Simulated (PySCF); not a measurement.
SMILES O=C(O)C[SiH2]B(O)O (C2H7BO4Si), GFN2-xTB optimised geometry. Atoms within 1.6 Å of the plane z = 0.0 Å (x, y, z in Å): O1 (2.14, -1.45, -0.27), C2 (1.15, -2.15, -0.20), O3 (0.99, -3.20, -1.01), C4 (0.01, -1.91, 0.69), Si5 (-0.95, -0.36, 0.00), B6 (0.22, 1.24, 0.00), O7 (1.57, 1.24, 0.00), O8 (-0.40, 2.44, 0.00), H10 (-0.63, -2.78, 0.73), H12 (-1.46, -0.81, -1.31), H13 (-2.14, -0.32, 0.87), H14 (2.02, 0.38, -0.03), H15 (0.19, 3.20, 0.00).

Computed with PBE0/def2-TZVP in PySCF. Cells within 0.4 Å of a nucleus heavier than hydrogen are left out (blank, or x).

Map of the electrostatic potential (hartree/e), clipped to [-0.08, 0.12] on the plane z = 0.0 Å:

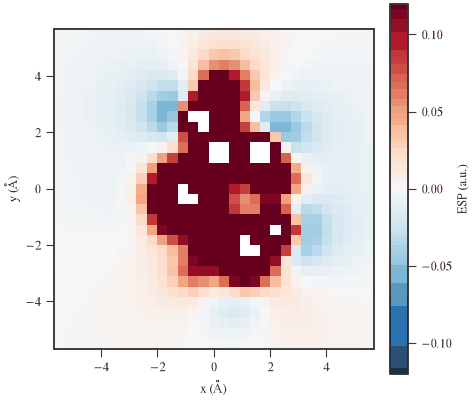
Electrostatic potential (hartree/e), clipped to [-0.08, 0.12] on the plane z = 0.0 Å.
